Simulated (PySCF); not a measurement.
Molecule: C3H8SeSi, SMILES C=CC[SiH2][SeH]. Atoms near the plane z = 0.8 Å, at the GFN2-xTB optimised geometry (x, y, z in Å): C1 (1.2, -0.6, 0.0), C2 (-0.1, -0.6, 0.0), C3 (-0.9, 0.7, 0.0), Si4 (-1.6, 1.0, 1.8), H6 (1.8, 0.3, -0.1), H7 (1.8, -1.5, 0.0), H8 (-0.6, -1.5, 0.1), H12 (-2.2, 2.4, 1.8).

Computed with PySCF with B3LYP/def2-TZVP. The values are rescaled to run from 0 to 1.

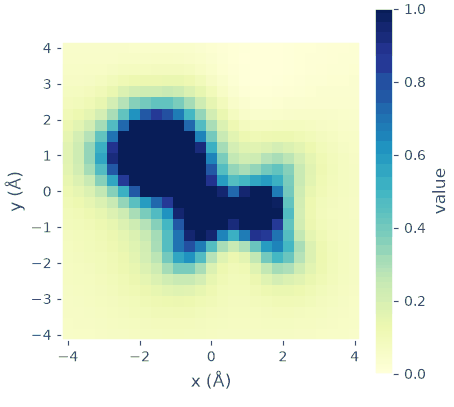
Fig. 1. a field on the plane z = 0.8 Å.

Question: Which quantity is mapped?
(A) deformation density (molecule minus spherical neutral atoms)
(B) electrostatic potential
(C) Laplacian of the electron density
(D) electron localisation function

Answer: B, electrostatic potential. In full: electrostatic potential (hartree/e), clipped to [-0.08, 0.12].
